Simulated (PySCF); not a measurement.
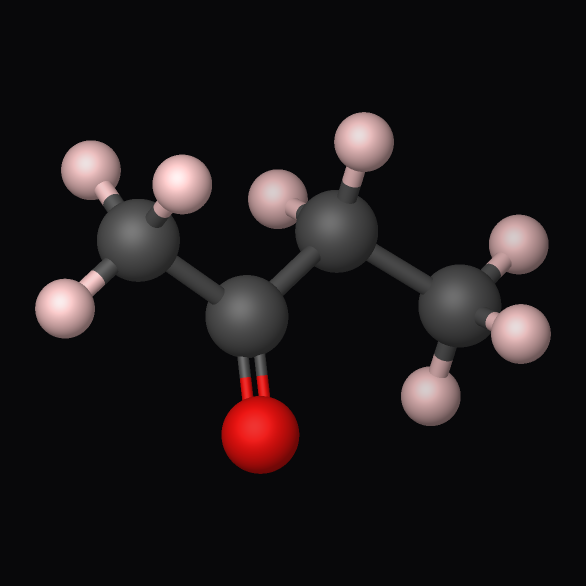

Rendered structure (ball-and-stick style). Multiple sticks mark multiple bonds (one Kekulé form). Colours: carbon dark grey, oxygen red, hydrogen pink.

Computed geometry: GFN2-xTB optimisation. No frequency run is at hand to confirm it as a minimum.

> What is the molecular formula?

C₄H₈O, 13 atoms: 4 carbon, 8 hydrogen and 1 oxygen.

> Count the bonded pairs by element.

8 C–H, 3 C–C, 1 C–O.

> Name some functional groups or characteristic bonds that it holds.

Among them: ketone.

The parts below concern this one geometry. Atoms keep their numbers from picture to picture.

Shape

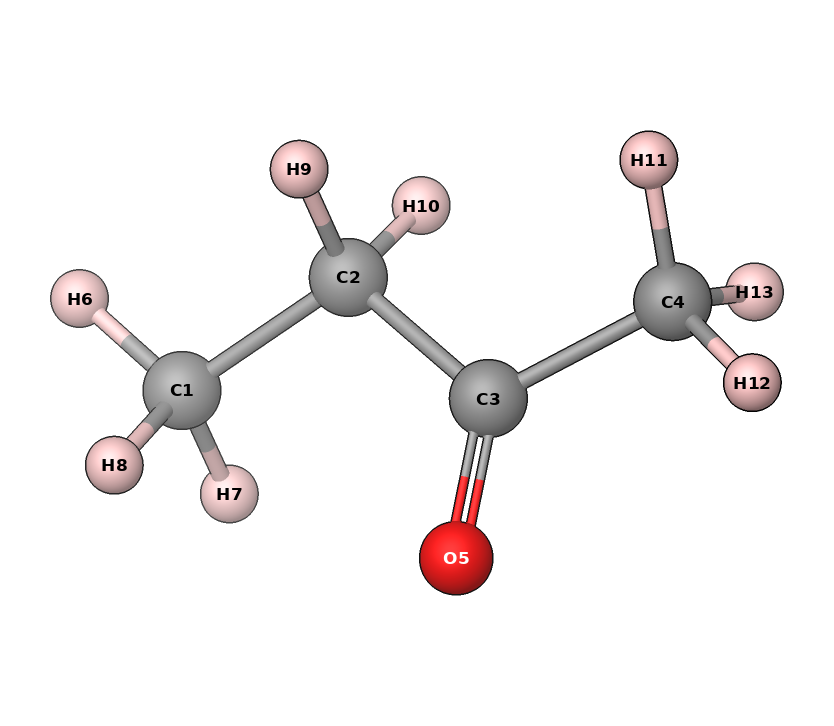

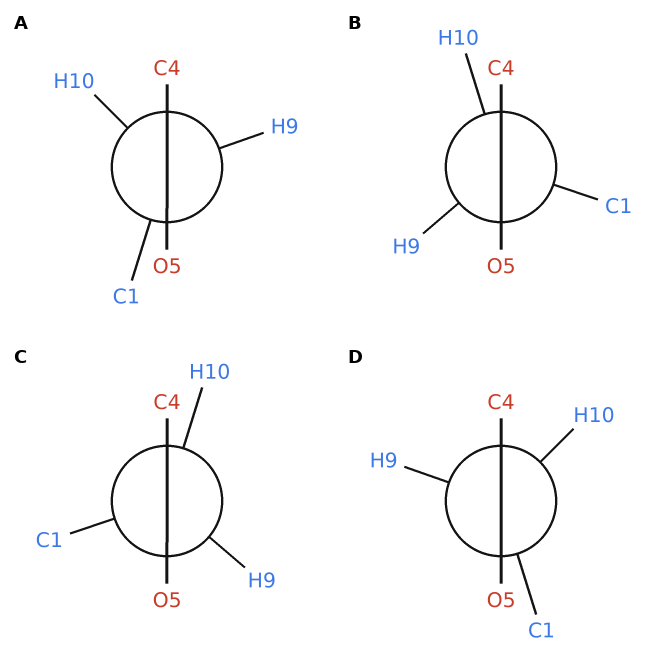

Depth is shown by fading: the farther an atom, the more it takes the colour of the background. Bonds that would overlap in a projection are set slightly apart. No frequency run is at hand to confirm it as a minimum.

> Which Newman projection shows the view along C3–C2, with C3 in front?

D. The torsion angle O5–C3–C2–C1 is −11°, synperiplanar (eclipsed).

Electronic properties

No frequency run is at hand to confirm it as a minimum. Properties computed with PBE0/pcSseg-1, gas phase (PySCF 2.14.0).

Computed properties:

- dipole moment: 2.85 D
- HOMO energy (Kohn–Sham orbital): −7.21 eV
- LUMO energy (Kohn–Sham orbital): −0.24 eV
- HOMO–LUMO gap: 6.96 eV

NMR shielding

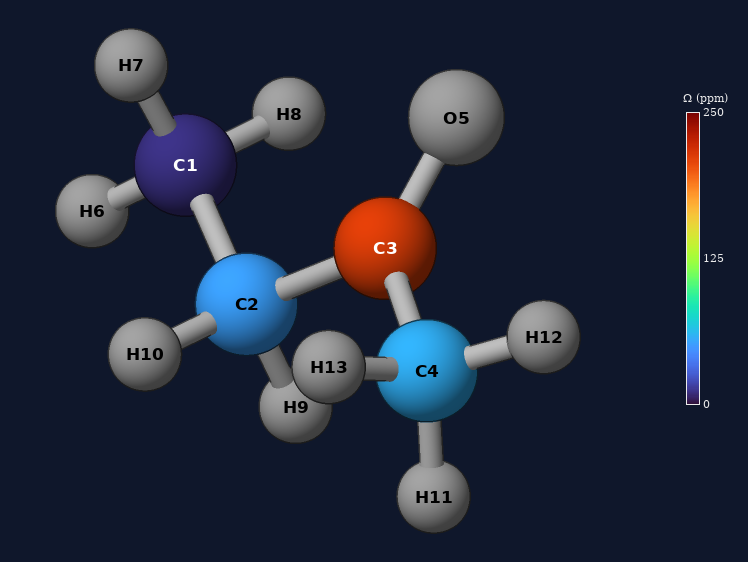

The C atoms are coloured by the span of their shielding tensor. No frequency run is at hand to confirm it as a minimum. Level of theory: GIAO PBE0/pcSseg-1 NMR shielding, non-relativistic, gas phase (PySCF 2.14.0). Principal shieldings σ11 ≤ σ22 ≤ σ33, span Ω = σ33 − σ11, skew κ = 3(σiso − σ22)/Ω.

> Which C atom has the most anisotropic shielding?

C3, with a span of 211 ppm.

Give the shielding tensors of the C atoms.

| atom | σ11 | σ22 | σ33 | σiso | Ω | κ |
| --- | --- | --- | --- | --- | --- | --- |
| C1 | 172.5 | 175.6 | 184.1 | 177.4 | 11.6 | 0.46 |
| C2 | 125.7 | 138.4 | 178.4 | 147.5 | 52.7 | 0.52 |
| C3 | −109.8 | −66.3 | 101.7 | −24.8 | 211.5 | 0.59 |
| C4 | 134.3 | 137.2 | 192.8 | 154.8 | 58.5 | 0.90 |

Shieldings and span in ppm.

Charges

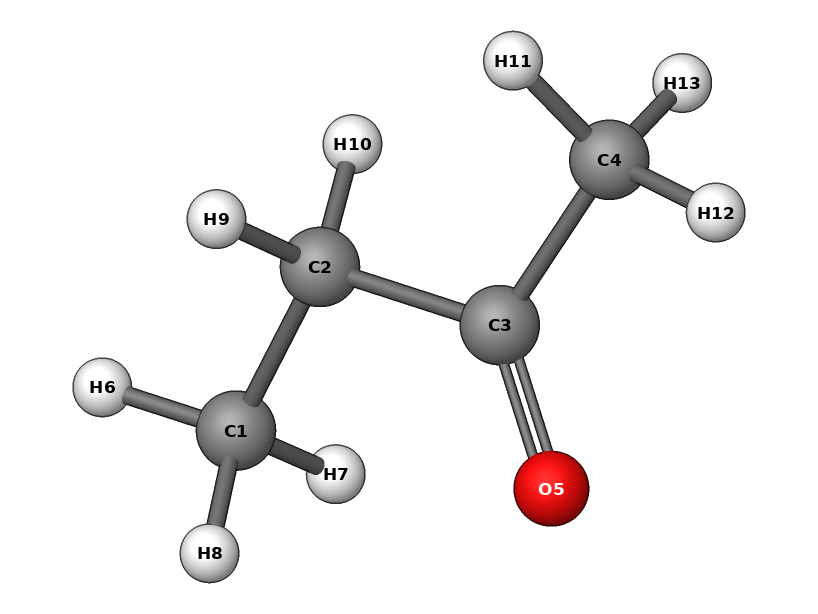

The questions are on Hirshfeld charges. No frequency run is at hand to confirm it as a minimum. Properties computed with PBE0/pcSseg-1, gas phase (PySCF 2.14.0).

> Which atom carries the highest charge (most positive or least negative)?

C3 (0.18 e).

> And the lowest?

O5 (−0.23 e).

Give the Hirshfeld charges atom by atom.

```csv
atom,value (e)
C1,−0.12
C2,−0.07
C3,0.18
C4,−0.13
O5,−0.23
H6,0.04
H7,0.04
H8,0.04
H9,0.05
H10,0.05
H11,0.05
H12,0.05
H13,0.06
```

Bond orders

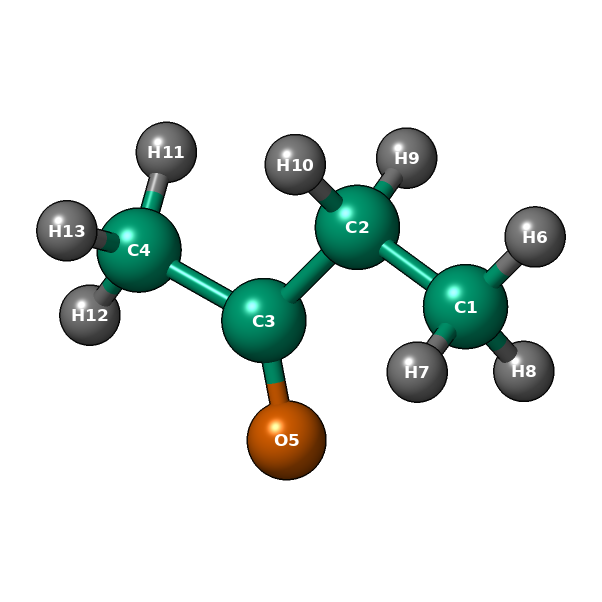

Every bond is drawn as one stick. No frequency run is at hand to confirm it as a minimum. Computed with PBE0/pcSseg-1 (PySCF 2.14.0).

List the Mayer bond orders of C1–C2, C1–H6, C1–H7, C1–H8, C2–C3, C2–H9, C2–H10, C3–C4, C3–O5, C4–H11, C4–H12, C4–H13.

```
  bond  Mayer order  length (Å)
 C1–C2         1.06       1.523
 C1–H6         0.96       1.087
 C1–H7         0.97       1.087
 C1–H8         0.96       1.087
 C2–C3         0.94       1.516
 C2–H9         0.93       1.094
C2–H10         0.94       1.092
 C3–C4         1.01       1.511
 C3–O5         2.04       1.203
C4–H11         0.95       1.087
C4–H12         0.96       1.087
C4–H13         0.94       1.089
```
